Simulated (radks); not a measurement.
# Polarisabilities and dispersion coefficients of C, Os³⁺, Ru and others

Aim: static dipole polarisabilities and C6 coefficients, each species in its NIST ground configuration. After each ground state the linear response is solved; its values go to the run's result record, not to the log. Response by self-consistent Sternheimer equations with the Hartree and adiabatic LDA kernel, the relativistic mass of each level held fixed and spin-orbit coupling left out.

Program: radks (a radial shooting solver on a logarithmic mesh, Libxc functionals) version 1. Level of theory: scalar-relativistic Kohn-Sham, LB94 model potential, spin-unpolarised, spherical densities, finite nucleus. These are calculated values, not measurements, unless marked.

**1. What is computed**

- species: C ([He] 2s2 2p2), Os³⁺ ([Xe] 4f14 5d5), Ru ([Kr] 4d7 5s1), Re²⁺ ([Xe] 4f14 5d5), Pm ([Xe] 4f5 6s2), H (1s1), Si ([Ne] 3s2 3p2), Se⁺ ([Ar] 3d10 4s2 4p3)

In the logs a row gives level, spin channel, occupation and eigenvalue; Etot, Ekin, Encl (electron-nucleus), Eh (Hartree) and Exc are energies, all in hartree; err is the last residual, it the number of iterations.

LB94 adds a gradient term to the LDA potential that gives it a −1/r tail. It is a model potential with no energy functional, so Etot and Exc are not given.

**2. C, [He] 2s2 2p2**

Input:

```text
Z 6
configuration [He] 2s2 2p2
relativity scalar-relativistic
functional lda,pw
model_potential LB94
spin unpolarised
nucleus finite rms 2.4702 fm
c 137.035999084
response adiabatic LDA kernel
```

Standard output:

```text
1s      1   2.0000         -10.78729337
2s      1   2.0000          -0.66618060
2p      1   2.0000          -0.37354725
Etot None
Ekin 38.08412448027233
Encl -88.68807358097114
Eh 17.976480588066664
Exc None
err 3.144419760626521e-11
it 14
```

2p is the highest filled level (-10.165 eV). The response step gives α = 11.97 bohr³ (16.81 without the induced potential) and C6 = 46.91 hartree bohr⁶.

From the orbitals of this run (lengths in bohr):

```
level  occupation  energy (eV)     <r>  outermost maximum (interpolated)  90 % within  nodes
   1s           2      -293.54  0.2685                             0.175        0.480      0
   2s           2      -18.128   1.578                              1.21         2.54      1
   2p           2      -10.165   1.715                              1.15         2.98      0
```

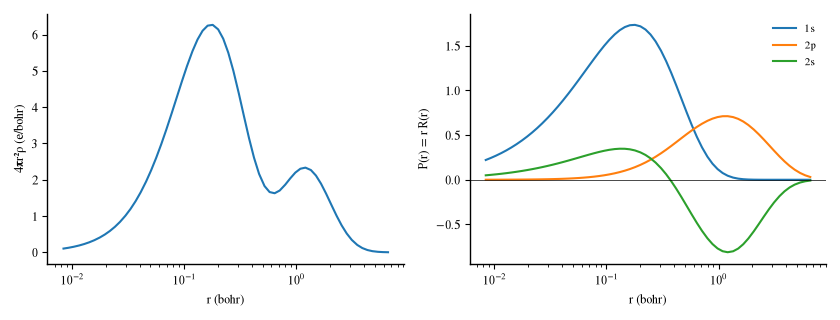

Left: shells in the radial density. Right: radial functions of the outer levels.

**3. Os³⁺, [Xe] 4f14 5d5**

Input:

```text
Z 76
configuration [Xe] 4f14 5d5
relativity scalar-relativistic
functional lda,pw
model_potential LB94
spin unpolarised
nucleus finite rms 5.4126 fm
c 137.035999084
response adiabatic LDA kernel
```

Standard output:

```text
1s      1   2.0000       -2724.33214181
2s      1   2.0000        -476.26861646
2p      1   6.0000        -415.22096291
3s      1   2.0000        -112.16917564
3p      1   6.0000         -94.22544158
3d      1  10.0000         -74.10856258
4s      1   2.0000         -24.73205580
4p      1   6.0000         -18.87344860
4d      1  10.0000         -11.57385661
4f      1  14.0000          -3.45148906
5s      1   2.0000          -4.81090876
5p      1   6.0000          -3.28424854
5d      1   5.0000          -1.56916434
Etot None
Ekin 19161.20273851167
Encl -42726.73914428341
Eh 6654.189715402139
Exc None
err 5.094556268682762e-09
it 15
```

5d is the highest filled level (-42.699 eV). The response step gives α = 6.802 bohr³ (10.30 without the induced potential) and C6 = 37.80 hartree bohr⁶.

**4. Ru, [Kr] 4d7 5s1**

Input:

```text
Z 44
configuration [Kr] 4d7 5s1
relativity scalar-relativistic
functional lda,pw
model_potential LB94
spin unpolarised
nucleus finite rms 4.4809 fm
c 137.035999084
response adiabatic LDA kernel
```

Standard output:

```text
1s      1   2.0000        -810.74665542
2s      1   2.0000        -117.17070345
2p      1   6.0000        -105.12484666
3s      1   2.0000         -20.93703007
3p      1   6.0000         -16.96311955
3d      1  10.0000         -10.54718523
4s      1   2.0000          -2.98764839
4p      1   6.0000          -1.88564501
4d      1   7.0000          -0.37341318
5s      1   1.0000          -0.31109165
Etot None
Ekin 4702.677808026001
Encl -10955.08628990669
Eh 1855.4810912223775
Exc None
err 3.6082651973427846e-10
it 15
```

5s is the highest filled level (-8.465 eV). The response step gives α = 43.78 bohr³ (76.79 without the induced potential) and C6 = 376.2 hartree bohr⁶.

**5. Re²⁺, [Xe] 4f14 5d5**

Input:

```text
Z 75
configuration [Xe] 4f14 5d5
relativity scalar-relativistic
functional lda,pw
model_potential LB94
spin unpolarised
nucleus finite rms 5.3698 fm
c 137.035999084
response adiabatic LDA kernel
```

Standard output:

```text
1s      1   2.0000       -2642.37703670
2s      1   2.0000        -459.46314977
2p      1   6.0000        -401.38911210
3s      1   2.0000        -107.27988318
3p      1   6.0000         -90.13680016
3d      1  10.0000         -70.63428160
4s      1   2.0000         -23.00697676
4p      1   6.0000         -17.41018557
4d      1  10.0000         -10.36446349
4f      1  14.0000          -2.53309955
5s      1   2.0000          -4.03299155
5p      1   6.0000          -2.60721986
5d      1   5.0000          -1.03744143
Etot None
Ekin 18484.85373407464
Encl -41328.28988661756
Eh 6485.056379427558
Exc None
err 9.065399334958562e-09
it 15
```

The top filled level is 5d, -28.230 eV. The response step gives α = 11.23 bohr³ (17.23 without the induced potential) and C6 = 69.68 hartree bohr⁶.

**6. Pm, [Xe] 4f5 6s2**

Input:

```text
Z 61
configuration [Xe] 4f5 6s2
relativity scalar-relativistic
functional lda,pw
model_potential LB94
spin unpolarised
nucleus finite rms 4.962 fm
c 137.035999084
response adiabatic LDA kernel
```

Standard output:

```text
1s      1   2.0000       -1661.12735732
2s      1   2.0000        -270.72138721
2p      1   6.0000        -241.99753289
3s      1   2.0000         -59.40528955
3p      1   6.0000         -50.36140747
3d      1  10.0000         -37.92164825
4s      1   2.0000         -11.85196482
4p      1   6.0000          -8.90230698
4d      1  10.0000          -4.72997922
4f      1   5.0000          -0.29339272
5s      1   2.0000          -1.71213413
5p      1   6.0000          -0.99703931
6s      1   2.0000          -0.23399309
Etot None
Ekin 10718.409653975163
Encl -24411.644393799135
Eh 3902.311399500836
Exc None
err 7.202030996558733e-09
it 15
```

The top filled level is 6s, -6.367 eV. The response step gives α = 141.7 bohr³ (261.5 without the induced potential) and C6 = 2078 hartree bohr⁶.

**7. H, 1s1**

Input:

```text
Z 1
configuration 1s1
relativity scalar-relativistic
functional lda,pw
model_potential LB94
spin unpolarised
nucleus finite rms 0.8783 fm
c 137.035999084
response adiabatic LDA kernel
```

Standard output:

```text
1s      1   1.0000          -0.39398885
Etot None
Ekin 0.4466239521513927
Encl -0.9447632985002028
Eh 0.2922241802570742
Exc None
err 8.458314160029399e-12
it 14
```

1s is the highest filled level (-10.721 eV). The response step gives α = 6.112 bohr³ (6.185 without the induced potential) and C6 = 10.06 hartree bohr⁶.

**8. Si, [Ne] 3s2 3p2**

Input:

```text
Z 14
configuration [Ne] 3s2 3p2
relativity scalar-relativistic
functional lda,pw
model_potential LB94
spin unpolarised
nucleus finite rms 3.1224 fm
c 137.035999084
response adiabatic LDA kernel
```

Standard output:

```text
1s      1   2.0000         -67.13649585
2s      1   2.0000          -5.53991107
2p      1   6.0000          -3.94264709
3s      1   2.0000          -0.53328201
3p      1   2.0000          -0.28066161
Etot None
Ekin 292.91467595131303
Encl -695.390042382699
Eh 133.4363079378295
Exc None
err 7.704329924402072e-10
it 14
```

3p is the highest filled level (-7.637 eV). The response step gives α = 39.33 bohr³ (59.21 without the induced potential) and C6 = 313.9 hartree bohr⁶.

**9. Se⁺, [Ar] 3d10 4s2 4p3**

Input:

```text
Z 34
configuration [Ar] 3d10 4s2 4p3
relativity scalar-relativistic
functional lda,pw
model_potential LB94
spin unpolarised
nucleus finite rms 4.14 fm
c 137.035999084
response adiabatic LDA kernel
```

Standard output:

```text
1s      1   2.0000        -463.42525572
2s      1   2.0000         -60.45302473
2p      1   6.0000         -53.37769622
3s      1   2.0000          -8.58065024
3p      1   6.0000          -6.36932714
3d      1  10.0000          -2.70859119
4s      1   2.0000          -1.19726523
4p      1   3.0000          -0.75936173
Etot None
Ekin 2490.562013309877
Encl -5861.102490320805
Eh 1028.8241161224323
Exc None
err 4.523982796467965e-09
it 15
```

4p is the highest filled level (-20.663 eV). The response step gives α = 13.74 bohr³ (21.17 without the induced potential) and C6 = 82.99 hartree bohr⁶.

**10. All runs together**

```
species  −ε(HOMO) (eV)  α (bohr³)  α uncoupled (bohr³)  C6 (hartree bohr⁶)  C8 (hartree bohr⁸)  recommended α (bohr³)
      C         10.165      11.97                16.81               46.91                   -                   11.3
   Os³⁺         42.699      6.802                10.30               37.80                   -                      -
     Ru          8.465      43.78                76.79               376.2                   -                     72
   Re²⁺         28.230      11.23                17.23               69.68                   -                      -
     Pm          6.367      141.7                261.5                2078                   -                    200
      H         10.721      6.112                6.185               10.06               248.6                4.50711
     Si          7.637      39.33                59.21               313.9                   -                   37.3
    Se⁺         20.663      13.74                21.17               82.99                   -                      -
```

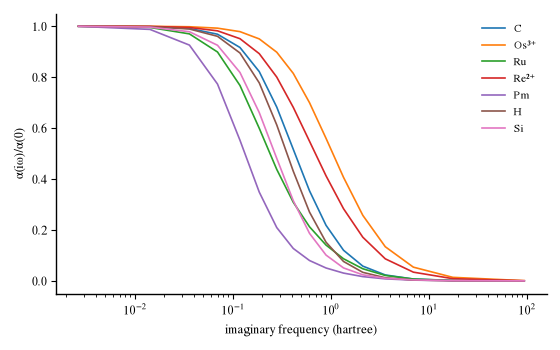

Polarisability at imaginary frequency, each scaled by its static value.

**Reading.** Uncoupled leaves out the potential induced by the response; C6 and C8 are for like pairs. Pm is the most polarisable and H the least, a factor 23.2 apart. For the pair Pm–H the Casimir-Polder integral gives C6 = 132.9, the rule 2·Ca·Cb/(Ca·αb/αa + Cb·αa/αb) on the like-pair values 129.5. Against the recommended values (Schwerdtfeger and Nagle, 2023 table) the misses are C +6 %, Ru -39 %, Pm -29 %, H +36 %, Si +5 %. C8 is given only where no p, d or f shell is open. For heavy and open-shell atoms this level can miss by tens of per cent.
